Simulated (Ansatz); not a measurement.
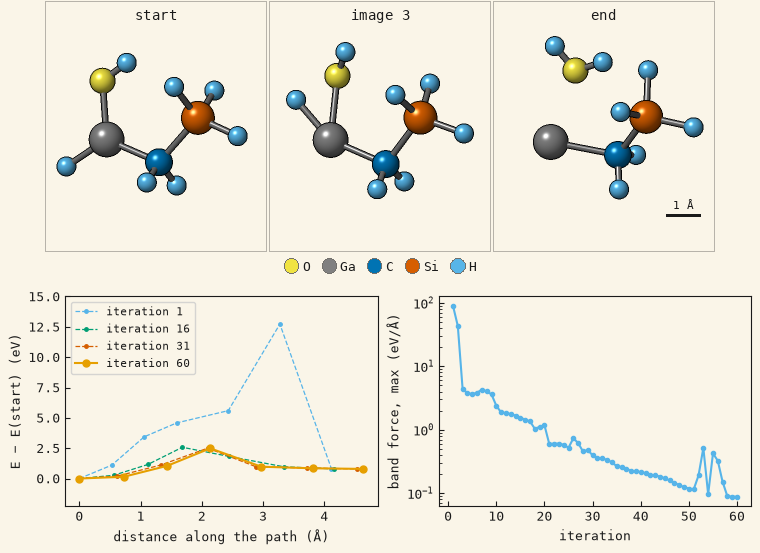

A search for the minimum-energy path of CH7GaOSi by the nudged elastic band. Images are numbered from 0 (start) to 6 (end). The plot follows the band through its iterations. A ball-and-stick model, seen at a tilt.

The calculation used Ansatz, RKS PBE0-D4/def2-SVP. Settings: 5 movable images; climbing image; force threshold 0.05 eV/Å; iteration limit 60; optimiser FIRE; largest step 0.5 Å; starting path through a guess of the saddle point.

> Did the band converge, and can the barrier be trusted?

The result isn't final. The band hadn't converged when the run stopped after 60 iterations. The largest component of the band force went from 90 to 0.088 eV/Å. The barrier read from it is provisional, though the highest image hardly moved in the last two iterations. The step length is far from the usual. The first iteration put the highest image at 12.73 eV. Forward barrier 2.49 eV, backward barrier 1.69 eV, with image 3 at the top; the reaction energy is +0.79 eV.

The run took 12 min on 2 threads of Intel(R) Xeon(R) Platinum 8488C (Sapphire Rapids) (shared host), peak memory 0.29 GiB.
